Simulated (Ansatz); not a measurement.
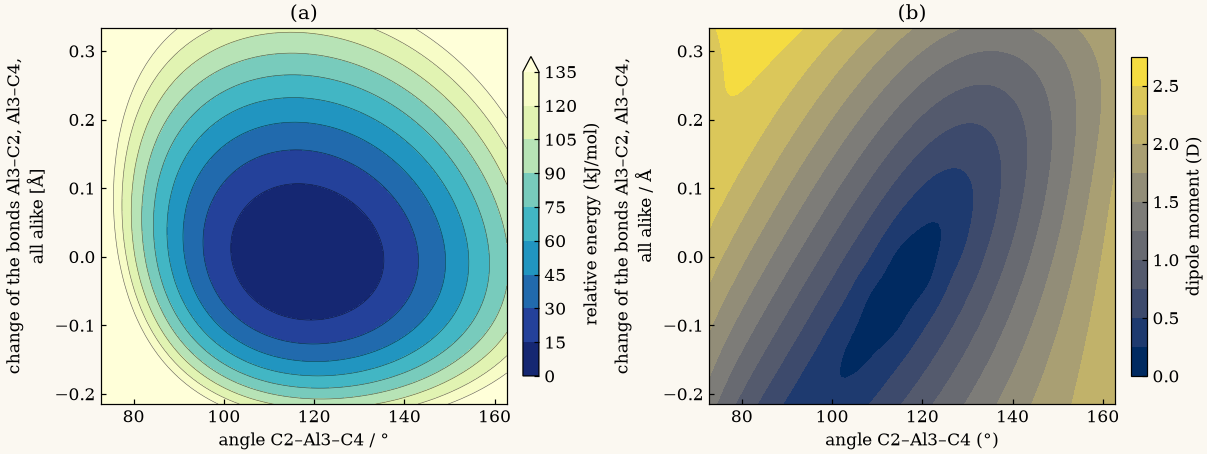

C3H4Al, SMILES C#[C][Al][CH3], spin multiplicity 2. 
- Coordinates scanned: (1) angle C2–Al3–C4; (2) change of the bonds Al3–C2, Al3–C4, all alike.
- Nothing is relaxed (all other coordinates rigid).
- The scan uses a 15 × 15 grid.
- Points are written as (first, second).
- All energies are given in kJ/mol relative to the relaxed molecule at the same level.
- All numbers below come from Ansatz, UHF/def2-SVP.

Panel (a) is the energy; panel (b) is the computed dipole moment, in D.

Drawn: filled contours, one colour for all values above the top of the scale. Between grid points the surface is interpolated.

> How does the dipole moment vary over the map, and what is it at the lowest grid point?

Leaving out the highest fifth of the energies, it runs from 0.06 D at (117.7°, −0.020 Å) to 2.43 D at (85.6°, 0.254 Å). At the lowest grid point, (117.7°, 0.020 Å), it is 0.19 D.
